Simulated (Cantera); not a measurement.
A closed system holds: 1 mol SiCl4, 0.059 mol C3H8, 5.8 mol H2, 0.086 mol CH4, equilibrated at 46.0 mbar.

Method: chemical equilibrium by Gibbs-energy minimisation in Cantera with the NASA 1993 tables (ideal gas, pure condensed phases). Candidate condensed phases: C, C6H6, C7H8, C8H18, Si, SiC; 109 gas species. The tables' values for SiCl3, SiCl are old estimates; treat these amounts as uncertain. Gases not in the tables: Si2H6 and higher silanes. Kinetics and transport are ignored.

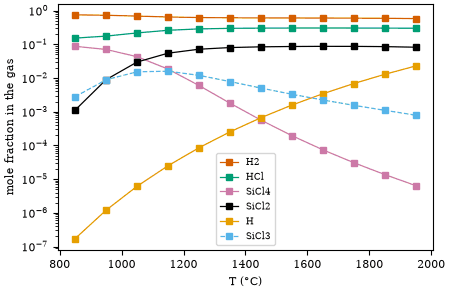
*Equilibrium gas composition (values under 1e-9 drawn at 1e-9)*

From 850 °C to 1950 °C the condensed part is SiC(s). The main Si-bearing gas is SiCl4 at 850 °C and SiCl2 at 1950 °C.
